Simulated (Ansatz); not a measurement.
Reaction (SMILES): P (PH3) → PH3+ (doublet, bonded as P) + e-
B3LYP-D3(BJ)/def2-TZVP geometries, fixed; electronic energies without zero-point terms.
Largest species:
```xyz
4

P      0.0029     0.0016     0.1282
H     -0.0038     1.1839    -0.6561
H      1.0120    -0.6137    -0.6568
H     -1.0521    -0.5944    -0.6098
```

Basis-set convergence of the adiabatic ionisation energy at CCSD(T) with Ansatz (a program for electronic structure). Cartesian d functions, on some or all atoms, in 6-31G*, 6-31G**, 6-311G**, 6-311+G**; all else is spherical. Cores are frozen. Open shells are unrestricted. No added dispersion term, no relativity. Functions are those of the species that has most. Reference: Hartree-Fock in cc-pV(Q+d)Z plus the correlation part extrapolated as X^-3 from cc-pV(T+d)Z and cc-pV(Q+d)Z, 9.862 eV, itself unsure by roughly 0.018 eV (a third of the extrapolation step and of the last Hartree-Fock step). Deviations are taken from unrounded values.

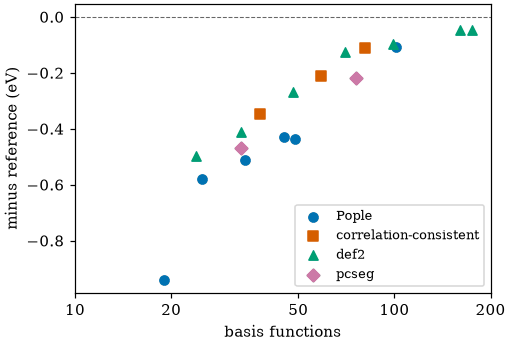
Deviation from the reference against the number of basis functions, by family of sets.

| basis | functions | adiabatic ionisation energy (eV) | minus reference (eV) |
|---|---|---|---|
| 6-31G | 19 | 8.923 | -0.939 |
| def2-SV(P) | 24 | 9.365 | -0.497 |
| 6-31G* | 25 | 9.283 | -0.578 |
| def2-SVP | 33 | 9.451 | -0.411 |
| pcseg-1 | 33 | 9.393 | -0.469 |
| 6-31G** | 34 | 9.351 | -0.511 |
| cc-pV(D+d)Z | 38 | 9.513 | -0.348 |
| 6-311G** | 45 | 9.432 | -0.430 |
| def2-SVPD | 48 | 9.594 | -0.268 |
| 6-311+G** | 49 | 9.424 | -0.438 |
| aug-cc-pV(D+d)Z | 59 | 9.651 | -0.211 |
| def2-TZVPD | 70 | 9.734 | -0.127 |
| pcseg-2 | 76 | 9.644 | -0.218 |
| cc-pV(T+d)Z | 81 | 9.750 | -0.111 |
| def2-TZVPPD | 99 | 9.764 | -0.098 |
| 6-311++G(3df,3pd) | 101 | 9.754 | -0.108 |
| def2-QZVPP | 160 | 9.813 | -0.049 |
| def2-QZVPPD | 175 | 9.816 | -0.046 |
